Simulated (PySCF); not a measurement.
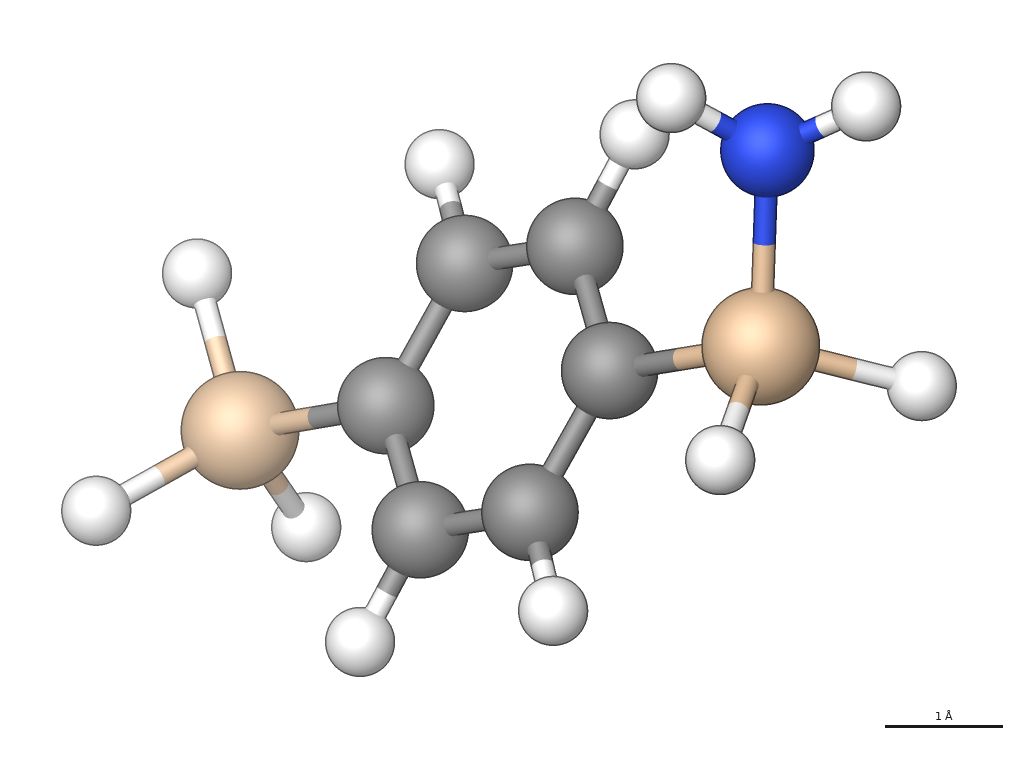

The picture shows a molecular structure as a ball-and-stick model. Every bond is drawn as one stick, whatever its order. Colours: nitrogen blue, silicon light orange, carbon grey, hydrogen white.

The computed structure is the end point of a PBE0-D3(BJ)/def2-SVP optimisation. No frequency run is at hand to confirm it as a minimum.

Description:

Formula C6H11NSi2. As SMILES it reads `N[SiH2]c1ccc([SiH3])cc1`. Independent rings (smallest set): 1 of 6 members, 1 of them aromatic. Among its groups: Si–H bond, Si–N bond. This geometry has C1 symmetry. Coordination, clear cases only: 2 Si tetrahedral; 6 C trigonal planar.

The parts below concern this one geometry. Atoms keep their numbers from picture to picture.

**Dipole moment**

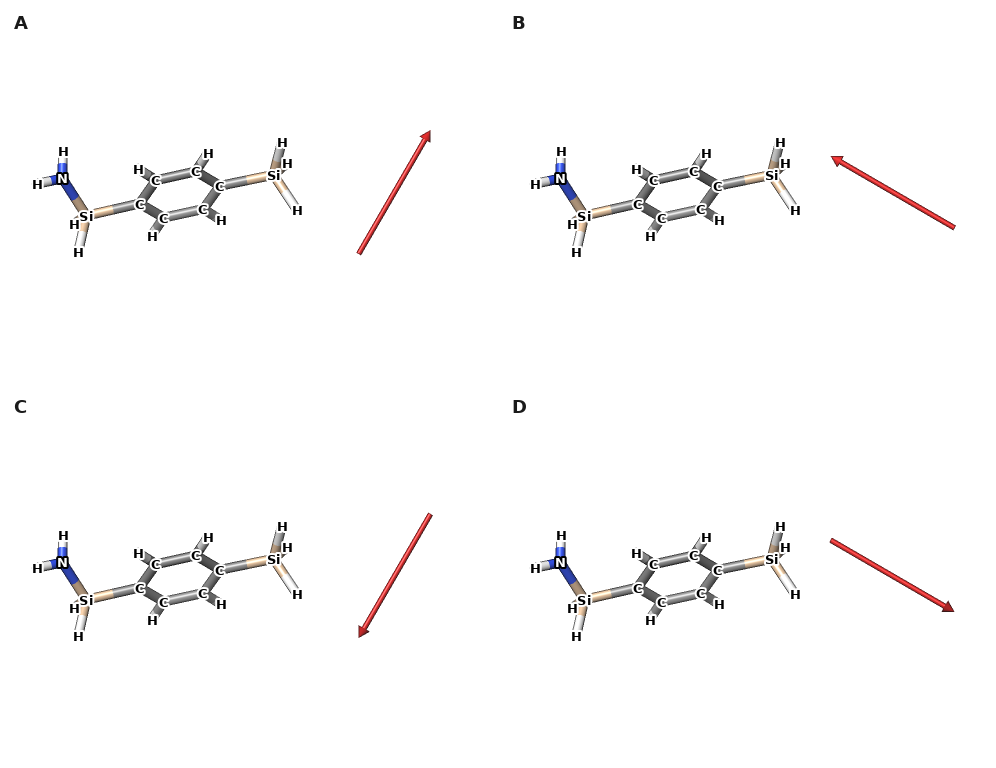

The same molecule four times, each with an arrow. No frequency run is at hand to confirm it as a minimum. Level of theory: PBE0/pcSseg-1 in acetone (IEF-PCM) (PySCF 2.14.0).

Question: Which arrow points along the dipole moment, from the negative to the positive end?

Answer: B. The dipole moment is 1.88 D.

**NMR shielding**

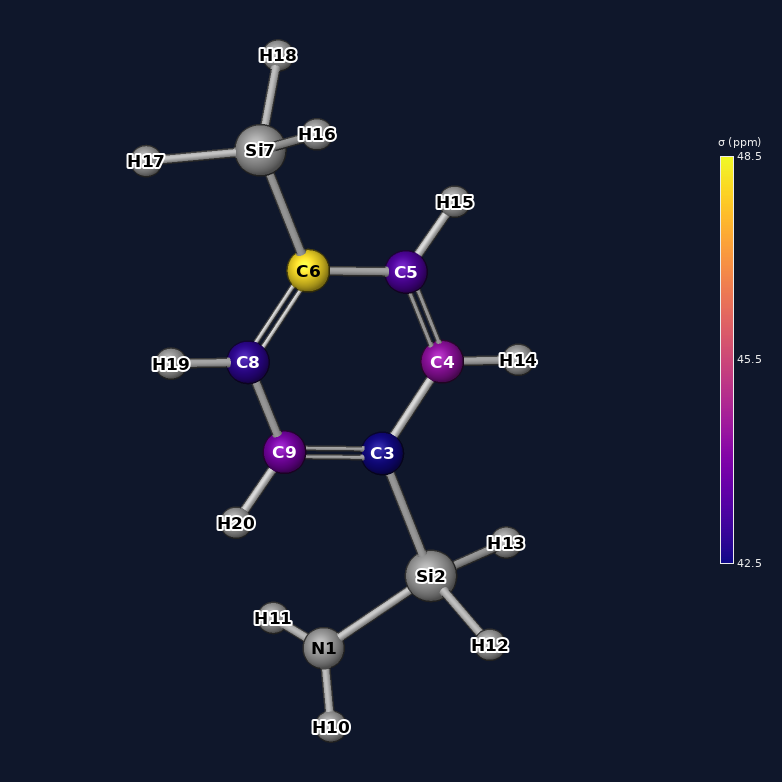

Atoms are coloured by their isotropic NMR shieldings (C only, the others grey). No frequency run is at hand to confirm it as a minimum. Method: GIAO PBE0/pcSseg-1 NMR shielding, non-relativistic, IEF-PCM acetone (PySCF 2.14.0).

List the isotropic NMR shieldings of the C atoms.

```
atom  σ (ppm)
  C3     42.5
  C4     44.3
  C5     43.3
  C6     48.1
  C8     42.8
  C9     43.9
```

**Excitation**

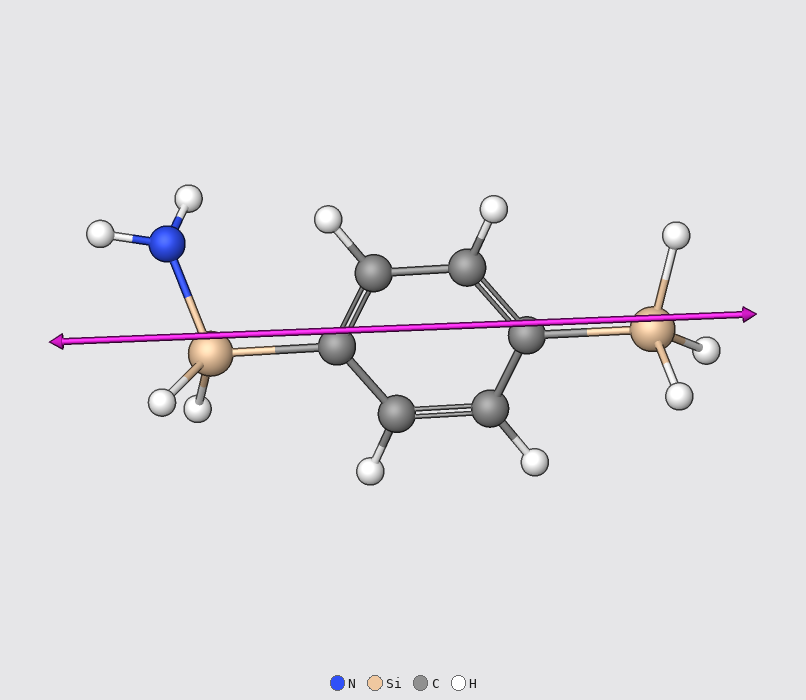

The double arrow shows the direction of the transition dipole to excited singlet state 3 (its length means nothing). No frequency run is at hand to confirm it as a minimum. Method: TDDFT B3LYP/def2-SVPD, vertical, gas phase, core orbitals frozen in the response (PySCF 2.14.0).

Question: Where does the transition lie, and how strong is it?

Answer: 5.58 eV (222 nm), oscillator strength 0.21, of mixed character, with the largest part HOMO−2 → LUMO (weight 0.46); transition dipole 3.17 D.
